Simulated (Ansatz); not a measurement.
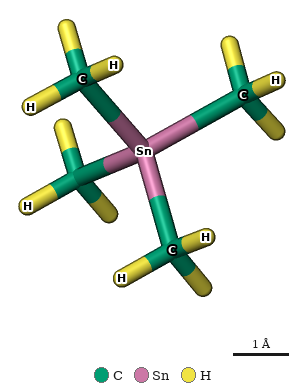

This is the input geometry for a relaxation of C4H12Sn. The picture is a stick view, seen at a tilt.

The start comes from PBE-D4/def2-SVP.

Theory: Ansatz, RKS PBE0-D4/def2-TZVP.

The input:
```yaml
crystal:
  periodic: [false, false, false]
  atoms:
    - {symbol: C, position_ang: [-0.459360, 0.858442, -1.946583]}
    - {symbol: Sn, position_ang: [0.001926, -0.002088, 0.000962]}
    - {symbol: C, position_ang: [2.114835, 0.286869, 0.444419]}
    - {symbol: C, position_ang: [-0.459556, -2.131174, -0.017967]}
    - {symbol: C, position_ang: [-1.197833, 0.983985, 1.528746]}
    - {symbol: H, position_ang: [-0.248013, 1.945578, -1.944636]}
    - {symbol: H, position_ang: [0.155422, 0.379277, -2.733738]}
    - {symbol: H, position_ang: [-1.529398, 0.705398, -2.188683]}
    - {symbol: H, position_ang: [2.359655, -0.139126, 1.436965]}
    - {symbol: H, position_ang: [2.357845, 1.367459, 0.451857]}
    - {symbol: H, position_ang: [2.740903, -0.213026, -0.320446]}
    - {symbol: H, position_ang: [-0.220515, -2.584732, 0.963767]}
    - {symbol: H, position_ang: [0.129141, -2.646815, -0.802038]}
    - {symbol: H, position_ang: [-1.536719, -2.284203, -0.225097]}
    - {symbol: H, position_ang: [-2.276378, 0.847397, 1.316240]}
    - {symbol: H, position_ang: [-0.975644, 0.557397, 2.526555]}
    - {symbol: H, position_ang: [-0.975411, 2.068861, 1.549780]}
basis:
  gaussian: {orbitals: def2-TZVP}
hamiltonian: {xc: pbe0, dispersion: d4}
relax: {f_tol: 0.005, max_steps: 150}
```

Launched with:
```bash
ansatz run in.yaml --threads 2 --pin off --events-out ev --progress --plain --max-ram 32768MiB --backend cuda --devices 0, --max-vram 18GiB
```

What does the optimiser find from here?

After 4 geometry steps the energy has fallen by 0.081 eV. The largest force component goes from 0.53 to 0.00017 eV/Å. H13 moves most after the best rigid fit: 0.045 Å. Largest moves by element: H 0.045 Å, C 0.033 Å, Sn 0.004 Å. Among the contacts that change: C1–Sn2 2.179 → 2.147 Å, C1–H6 1.107 → 1.091 Å. The run took about 18 s of wall time on a shared GPU.

Final geometry:

```xyz
17

C    -0.4531    0.8467   -1.9186
Sn   -0.0011    0.0000    0.0024
C     2.0831    0.2815    0.4363
C    -0.4510   -2.0997   -0.0172
C    -1.1835    0.9714    1.5089
H    -0.2357    1.9160   -1.9230
H     0.1452    0.3676   -2.6952
H    -1.5085    0.7059   -2.1570
H     2.3284   -0.1417    1.4117
H     2.3285    1.3446    0.4473
H     2.6981   -0.2091   -0.3197
H    -0.2209   -2.5465    0.9513
H     0.1382   -2.6073   -0.7825
H    -1.5090   -2.2595   -0.2307
H    -2.2465    0.8378    1.3021
H    -0.9656    0.5515    2.4921
H    -0.9659    2.0403    1.5318
```
